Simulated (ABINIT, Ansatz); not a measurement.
# MgS (Niningerite): third-order response, part 3 of 3

Which lines does MgS (Niningerite) show in Raman and infrared spectra?

ABINIT 10.8.3; DFT LDA, scalar-relativistic, plane waves, HGH norm-conserving pseudopotentials.

So far, mean static dielectric tensor (ions relaxed, fixed cell): step 6 (modes with the sum rule) 15.2.

**8. The same in Ansatz**

The same cell goes through another code, with its own cutoff. The potentials differ. Its k mesh is centred on Γ.

This step: DFT LDA, scalar-relativistic, plane waves, PseudoDojo norm-conserving pseudopotentials (Ansatz 0.2.0).

input.yaml

```yaml
crystal:
  lattice:
    - [0.0, 2.556031763, 2.556031763]
    - [2.556031763, 0.0, 2.556031763]
    - [2.556031763, 2.556031763, 0.0]
  atoms:
    - { symbol: Mg, position: [0.0, 0.0, 0.0] }
    - { symbol: S, position: [0.5, 0.5, 0.5] }
kpoints:
  mp_grid: { grid: [8, 8, 8] }
hamiltonian:
  xc: lda
  pseudopotentials: { kind: nc, accuracy: standard }
scf:
  occupations: { method: fixed }
output:
  eigenvalues: true
phonons:
  method: dfpt
  dielectric: true
  rigid_motions: translations
  raman: true
```

Command:

```console
$ ansatz run input.yaml --threads 2 --pin off --max-ram 4096MiB --backend cpu --events-out ev --progress --plain --runs-dir out
```

Output:

```text
Engine: ansatz 0.2.0, aarch64-unknown-linux-gnu
Pseudopotentials: kind: nc
Pseudopotential: Mg, nc, valence charge 10, recommended cutoff 1142.878222 eV (normal), Mg.nc.azcp (PseudoDojo's, or run here from an input of PseudoDojo's; its table is named by hamiltonian.pseudopotentials.accuracy)
Pseudopotential: S, nc, valence charge 6, recommended cutoff 734.707429 eV (normal), S.nc.azcp (PseudoDojo's, or run here from an input of PseudoDojo's; its table is named by hamiltonian.pseudopotentials.accuracy)
Functional definition: SPW92
  exchange = slater_x
  correlation = pw_c
Crystal: 2 atoms, lattice volume = 33.399 Å³
Basis set: ecut = 1142.878222 eV, 2891 PW (Γ), exchange–correlation on 80×80×80 points (8 copies of the dense FFT grid, shifted against one another)
Bands: 12, of which v1, the nominal top of the filled ones, is band 8 counted from 1 (7 counted from 0)
Symmetry: 48 space group operations
k-points: 59 of 512 (irreducible under 8 space group operations, time reversal used)
Non-local potential: Mg, projectors of the file, l = 0: 2, l = 1: 2
Non-local potential: S, projectors of the file, l = 0: 2, l = 1: 2, l = 2: 2
Initial density: superposition of atomic densities (chi_scale 0.1, normalization cell, long waves kept (reshape's long-wave potential 0.00 eV rms))
Initial wavefunctions: pseudopotential atomic-orbital guess
Functional: x = slater, c = lda
SCF iter   1: F=—  HF=-1917.146671 eV  |F-HF|=—  |Δ(HF+E_count)|=         —  Δρ=4.45e-2  dr2=3.49e-1  ethr=3.10e-3  ⟨swp⟩=5.1  Hψ=3901  notcnv=0  defer=109
preconditioner: auto → none  [insulator: Δε(μ)=2.753 eV  Ē_g=11.992 eV  n_scr=8 (ndim 8)  ℏωp=18.2 eV  f_vac=0.000  ε∞_Penn≈3.3]
SCF iter   2: F=—  HF=-1917.034275 eV  |F-HF|=—  |Δ(HF+E_count)|=   1.12e-1  Δρ=1.61e-2  dr2=3.82e-2  ethr=2.18e-3  ⟨swp⟩=3.0  Hψ=1648  notcnv=0  defer=105
SCF iter   3: F=—  HF=-1917.028324 eV  |F-HF|=—  |Δ(HF+E_count)|=   5.95e-3  Δρ=4.34e-3  dr2=2.88e-3  ethr=2.39e-4  ⟨swp⟩=2.1  Hψ=1206  notcnv=0  defer=111
SCF iter   4: F=—  HF=-1917.028199 eV  |F-HF|=—  |Δ(HF+E_count)|=   1.25e-4  Δρ=9.29e-4  dr2=9.86e-5  ethr=1.80e-5  ⟨swp⟩=2.2  Hψ=1005  notcnv=0  defer=111
SCF iter   5: F=—  HF=-1917.028204 eV  |F-HF|=—  |Δ(HF+E_count)|=   4.90e-6  Δρ=6.00e-5  dr2=4.81e-7  ethr=6.16e-7  ⟨swp⟩=2.2  Hψ=895  notcnv=0  defer=107
SCF iter   6: F=—  HF=-1917.028205 eV  |F-HF|=—  |Δ(HF+E_count)|=   9.69e-7  Δρ=6.75e-6  dr2=1.44e-8  ethr=3.01e-9  ⟨swp⟩=2.2  Hψ=937  notcnv=0  defer=13
SCF iter   7: F=—  HF=-1917.028205 eV  |F-HF|=—  |Δ(HF+E_count)|=   1.91e-9  Δρ=1.19e-6  dr2=3.38e-10  ethr=8.98e-11  ⟨swp⟩=2.2  Hψ=970  notcnv=0  defer=13
SCF iter   8: F=-1917.028205 eV  HF=-1917.028205 eV  |F-HF|=2.27e-13  |Δ(HF+E_count)|=  1.10e-10  Δρ=6.55e-8  dr2=2.24e-13  ethr=1.00e-12  ⟨swp⟩=9.0  Hψ=4853  notcnv=0
SCF 1 converged in 8 iterations: F = -1917.028205 eV  dr2 = 2.24e-13
DFPT response loops at Γ: preconditioner auto → none (the input reference at scf.mixing.eps_inf says where Resta's filter doesn't serve); β = 0.50; Broyden in place of MSR1
── the response to a field inside a basis, on 10×10×10 k-points: an SCF that follows is theirs, and a resumed run solves both again ──
Bands: 9, of which v1, the nominal top of the filled ones, is band 8 counted from 1 (7 counted from 0)
k-points: 110
Initial density: handed on by an earlier stage of this run
Initial wavefunctions: pseudopotential atomic-orbital guess (no wavefunctions were taken with the density)
Eigensolver: Dense (110 Hₖ)
SCF iter   1: F=—  HF=-1917.026815 eV  |F-HF|=—  |Δ(HF+E_count)|=         —  Δρ=6.75e-5  dr2=3.13e-7  ethr=1.00e-1
preconditioner: auto → none  [insulator: Δε(μ)=2.819 eV  Ē_g=9.550 eV  n_scr=8 (ndim 8)  ℏωp=18.2 eV  f_vac=0.000  ε∞_Penn≈4.6]
SCF iter   2: F=—  HF=-1917.026815 eV  |F-HF|=—  |Δ(HF+E_count)|=   1.89e-7  Δρ=3.29e-5  dr2=3.04e-8  ethr=1.96e-9
SCF iter   3: F=—  HF=-1917.026815 eV  |F-HF|=—  |Δ(HF+E_count)|=   7.51e-8  Δρ=1.24e-5  dr2=4.65e-9  ethr=1.90e-10
SCF iter   4: F=-1917.026815 eV  HF=-1917.026815 eV  |F-HF|=0.00e0  |Δ(HF+E_count)|=   1.27e-8  Δρ=1.09e-7  dr2=1.32e-12  ethr=2.91e-11
SCF 1 converged in 4 iterations: F = -1917.026815 eV  dr2 = 1.32e-12
DFPT response loops at Γ: mixed as the last ones told, above
DFPT response loops at Γ: mixed as the last ones told, above
SCF converged after 8 iterations
Free energy (F): -1917.028205 eV
Harris-Foulkes:  -1917.028205 eV  (|F-HF|=2.27e-13)
Internal energy: -1917.028205 eV  (E = F + TS)
E sigma→0 (E₀):  -1917.028205 eV
Fermi energy:    6.798135 eV
--- Per-component energies (eV) ---
  E_band       = -324.560413
  E_kinetic    = 1028.466709
  E_local      = -1725.865197  (includes V_loc(G=0)·N_el)
  E_nonlocal   = -452.621379
  E_hartree    = 593.197596
  E_xc         = -297.837984
  E_vxc        = -360.935747  (∫ρ·V_xc dr)
  E_ewald      = -1062.367950
  E_smearing   = -0.000000  (= −TS)
  E_closure    = 0.000000  (closes the sum)
  Σ components = -1917.028205   (vs F -1917.028205, Δ=0.00e0)
--- Band table (eV; the first three rows and the last of 59) ---
  k-point 0: bands = [... 4 lower, -6.1656, 6.7981, 6.7981, 6.7981, 10.7041, 14.5946, 14.5946, 14.5946]
  k-point 1: bands = [... 4 lower, -5.9985, 5.6872, 6.6855, 6.6855, 11.4976, 14.3178, 14.8622, 14.8622]
  k-point 2: bands = [... 4 lower, -5.5428, 3.8087, 6.4421, 6.4421, 11.7618, 14.5086, 14.5086, 15.2411]
  k-point 58: bands = [... 4 lower, -4.2188, 3.2973, 3.2973, 4.2363, 12.0850, 14.7032, 14.7032, 14.8588]
--- Phonons (Γ-DFPT): 2 representative perturbations + reference, on 59 of 512 k-points (Σ response iterations 6) ---
  k mesh reduced under 8 symmetry operations, with k and −k counted as one. Each operation leaves every solved perturbation unchanged. A smaller set is not considered because the run solves the response to a homogeneous field
  ASR residual: 1.282e-4 → 0.000e0 eV/Å²; symmetrization residual: 3.045e-6 eV/Å²
  ASR residual per site (eV/Å²): 1.28e-4 3.75e-5
  Γ frequencies (cm⁻¹): 0.00 0.00 0.00 259.47 259.47 259.47
  ε∞ (high-frequency dielectric tensor):
        5.600108     0.000000    -0.000000
        0.000000     5.600108     0.000000
       -0.000000     0.000000     5.600108
  ε⁰ (static dielectric tensor: ions relaxed, cell fixed):
       13.908856    -0.000000     0.000000
       -0.000000    13.908856    -0.000000
        0.000000    -0.000000    13.908856
  ε⁰ − ε∞ (ionic part):
        8.308748    -0.000000     0.000000
       -0.000000     8.308748    -0.000000
        0.000000    -0.000000     8.308748
  softest optical mode at Γ: 259.47 cm⁻¹; the repairs (sum rule, projections) moved no ω² at Γ by more than (1.28 cm⁻¹)²
  Born effective charges Z* (e; rows j = field, columns β = displacement):
    site 0:
         2.29107   -0.00000    0.00000
         0.00000    2.29107    0.00000
         0.00000    0.00000    2.29107
    site 1:
        -2.29107    0.00000   -0.00000
        -0.00000   -2.29107   -0.00000
        -0.00000   -0.00000   -2.29107
  Z* charge neutrality: 3.214e-4 e pre-enforcement
  solved inside a basis spanned on kpoints, on 10×10×10 k-points transformed towards the longest dipole: ε∞ is read to err by 1.5e-2, Z* by 1.1e-2 e (field_mesh: kpoints solves on kpoints); Z* is corrected for what the basis lacks
  Raman tensors (in the event stream and the table raman_tensors.tsv): an entry may err by 5.4e-4 Å², one of the second-order susceptibility by 1.8e-19 pm/V (basis, points and sum rule); their sum over the sites missed zero by 2.621e-21 Å² ahead of its enforcement
  optical modes at Γ without the LO–TO term, one row a degenerate level:
      ω (cm⁻¹)  modes    IR ((D/Å)²/amu)  static Raman (Å⁴/amu)  depolarisation
        259.47      3            26.2791                 0.0000               —
  optical modes at Γ + LO–TO along q̂ = [1.0000, 0.0000, 0.0000]:
      ω (cm⁻¹)  modes    IR ((D/Å)²/amu)  static Raman (Å⁴/amu)  depolarisation
        259.47      2            17.5194                 0.0000               —
        408.92      1             8.7597                 0.0000               —
  optical modes at Γ + LO–TO along q̂ = [0.0000, 1.0000, 0.0000]:
      ω (cm⁻¹)  modes    IR ((D/Å)²/amu)  static Raman (Å⁴/amu)  depolarisation
        259.47      2            17.5194                 0.0000               —
        408.92      1             8.7597                 0.0000               —
  optical modes at Γ + LO–TO along q̂ = [0.0000, 0.0000, 1.0000]:
      ω (cm⁻¹)  modes    IR ((D/Å)²/amu)  static Raman (Å⁴/amu)  depolarisation
        259.47      2            17.5194                 0.0000               —
        408.92      1             8.7597                 0.0000               —
```

The job ended after 1.9 min (2 threads of Arm Neoverse V2, shared host; peak memory 0.81 GiB).

This step gave:

* gap on the k-mesh: 2.671 eV
* sum-rule residual before enforcement: 1.28e-4 eV/Å²
* miss of the charge sum rule: 3.21e-4 e
* estimated error of the dielectric tensor: 0.01500
* estimated error of the Born charges: 0.01076 e
* highest optical zone-centre mode (no LO-TO term): 259.5 cm⁻¹
* lowest optical zone-centre mode: 259.5 cm⁻¹
* mean high-frequency dielectric constant: 5.600
* largest Born charge in size (third of the trace): 2.291 e
* mean static dielectric constant: 13.91
* highest mode moved by the LO-TO term: 408.9 cm⁻¹

Transverse modes. Infrared lines, with heights relative to the strongest:

```
position (cm⁻¹)  label  IR intensity ((D/Å)²/amu), degenerate modes summed, relative
            260    T1u                                                           100
```

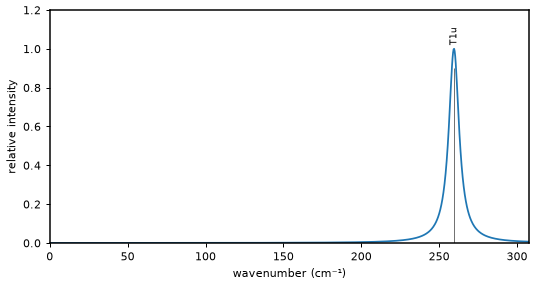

The infrared spectrum, broadened with Lorentzians of width 8 cm⁻¹; bars mark the lines.

**9. The two compared: ABINIT HGH and Ansatz, PseudoDojo**

Numbers from this step:

| Property | Result |
| --- | --- |
| root-mean-square difference | 19.1 cm⁻¹ |
| largest difference | 19.1 cm⁻¹ |

Optical modes, paired by symmetry label. Frequencies side by side, by row:

| q (reciprocal lattice) | mode | ABINIT HGH (cm⁻¹) | Ansatz, PseudoDojo (cm⁻¹) |
| --- | --- | --- | --- |
| 0 0 0 | 4 | 240.4 | 259.5 |
| 0 0 0 | 5 | 240.4 | 259.5 |
| 0 0 0 | 6 | 240.4 | 259.5 |

The two runs side by side. Further quantities:

```csv
quantity,ABINIT HGH,"Ansatz, PseudoDojo"
mean ε∞,5.526,5.6
"largest Born charge in size (e; the first before, the second after the charge sum rule)",2.294,2.291
summed IR intensity ((D/Å)²/amu),26.32,26.28
summed Raman activity (Å⁴/amu),0,0
```

At the zone centre the largest difference (acoustic modes at Γ apart) is 8 % of the highest mode.

**10. Summary of results**

```json
{"space group after relaxation": "Fm-3m", "volume per atom": "16.7 Å³", "highest optical zone-centre mode (no LO-TO term)": "240.4 cm⁻¹", "highest mode moved by the LO-TO term": "399 cm⁻¹", "mean high-frequency dielectric constant": "5.53", "largest Born charge in size (third of the trace)": "2.29 e", "mean static dielectric constant": "15.2", "imaginary optical modes at the zone centre (no q mesh in this session)": "none", "largest difference from Ansatz, PseudoDojo": "19.1 cm⁻¹"}
```

**Reading.** No mode is Raman active in this structure; the strongest infrared line lies at 240 cm⁻¹. At the LDA level the optical modes of MgS (Niningerite) at the zone centre (no LO-TO term) lie at 240 cm⁻¹. Along the directions run, the highest mode that the macroscopic field moves lies at 399 cm⁻¹. Lattice motion raises the mean dielectric constant from 5.526 to 15.22. The Born charge of S is -2.294 e against a formal charge of -2, somewhat above it. The Lyddane-Sachs-Teller relation holds: (ωLO/ωTO)² is 2.75 and ε₀/ε∞ is 2.75. ABINIT HGH and Ansatz, PseudoDojo differ by 19.1 cm⁻¹ in the root mean square and by 19.1 cm⁻¹ at most, 7.9 % of the highest mode compared (acoustic modes at Γ left out); the two use different potentials, and the cell was not relaxed for the second set. These are harmonic frequencies at zero temperature: anharmonic shifts and linewidths and thermal expansion are left out. The HGH files keep few electrons and have no core correction, which is cheap but rough for Mg.

[Host names and launcher messages were left out of these logs when they were recorded.]

[Logs are printed without paths, hosts, clocks, repeated set-up lines and the standing remarks that a program may print on its own settings, such as how far it seeks lower states.]

[Hosts, paths, dates, database ids (printed as entryN), source tags and the programs' standing remarks are cut or masked in the printed files.]
